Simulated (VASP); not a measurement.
Band structure of TmCu5 (space group F-43m). Computed with PBEsol GGA, VASP's PBE PAW potentials (set 64) (plane waves; VASP 6.6.1).

The 4f electrons are frozen in the core of the lanthanide potential, so 4f levels, which can set the real gap, and their magnetism are missing.

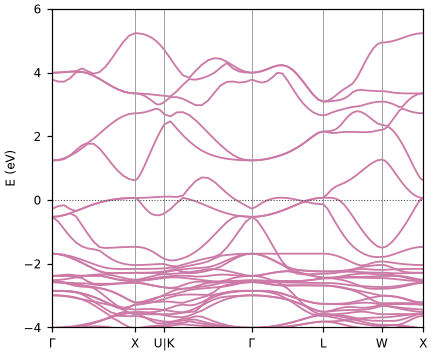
Figure: Bands along high-symmetry lines, zero at the valence-band maximum or, without a gap, the Fermi level

Read the plot: is there a gap, and where are the band edges?

It has no gap at this level: it comes out as a metal or semimetal. (Edges off the drawn lines would not show.)

The structure comes from a computed database's TmCu5 entry (F-43m); how it stands against other phases isn't given here. It was relaxed first.
